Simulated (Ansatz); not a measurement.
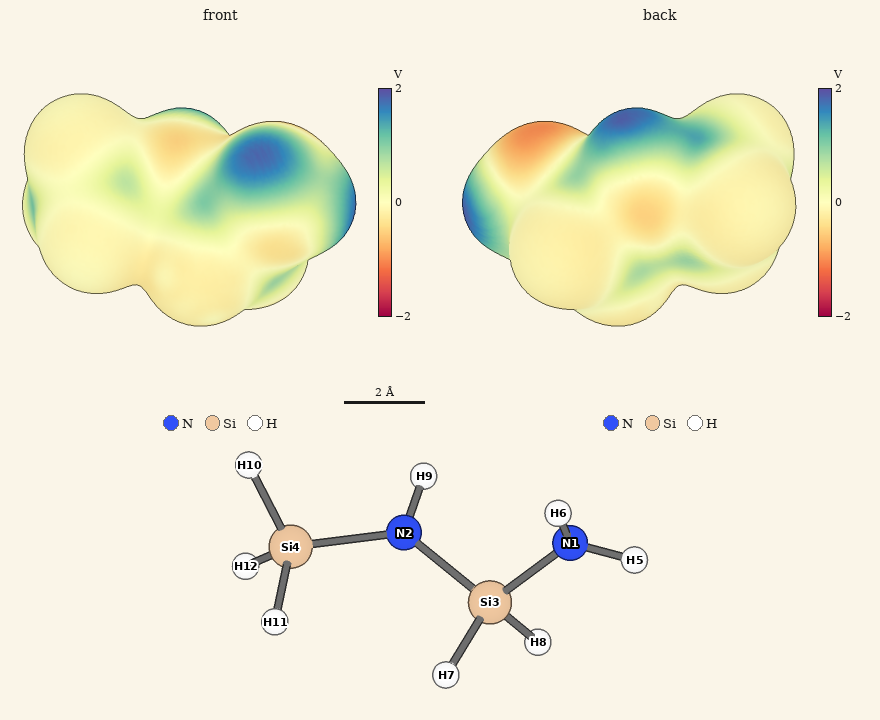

H8N2Si2 (SMILES N[SiH2]N[SiH3]). The electrostatic potential painted on the density surface at 0.002 e/bohr³, seen from the front and from behind; the colour scale runs from red (negative) to blue (positive). The bare structure is drawn below in the same view.

Geometry: PBE0-D4/def2-SVP.

All numbers below come from isolated molecule in a Gaussian basis; Kohn-Sham density functional theory, functional PBE0 (Ansatz).

Input

```
crystal:
  periodic: [false, false, false]
  atoms:
    - {symbol: N, position_ang: [-1.014381, 3.176775, -1.030329]}
    - {symbol: N, position_ang: [-0.307745, 0.890498, 0.471686]}
    - {symbol: Si, position_ang: [-0.880887, 1.458145, -1.068009]}
    - {symbol: Si, position_ang: [0.925517, -0.276630, 0.846611]}
    - {symbol: H, position_ang: [-1.736437, 3.642135, -1.566909]}
    - {symbol: H, position_ang: [-0.202359, 3.769721, -0.903425]}
    - {symbol: H, position_ang: [0.082555, 0.870275, -2.052963]}
    - {symbol: H, position_ang: [-2.261021, 0.998670, -1.422204]}
    - {symbol: H, position_ang: [-0.814574, 1.268251, 1.269870]}
    - {symbol: H, position_ang: [1.816464, 0.232729, 1.937016]}
    - {symbol: H, position_ang: [1.731530, -0.508462, -0.387497]}
    - {symbol: H, position_ang: [0.380825, -1.593371, 1.310904]}
basis:
  gaussian:
    orbitals: def2-TZVPD
output: {forces: true, orbitals: {seedname: orbitals}}
hamiltonian:
  xc: {name: PBE0}
```

Launched as:

```sh
ansatz run input.yaml --threads 2 --pin off --max-ram 5220MiB --events-out events.jsonl --progress --plain --runs-dir runs
```

Which sites attract a positive test charge, and which a negative one?

A positive charge is drawn to the negative regions and a negative charge to the positive ones. The most negative region (about −1.0 V) lies over N1, the most positive (about +1.8 V) over H5, H6 and H9.
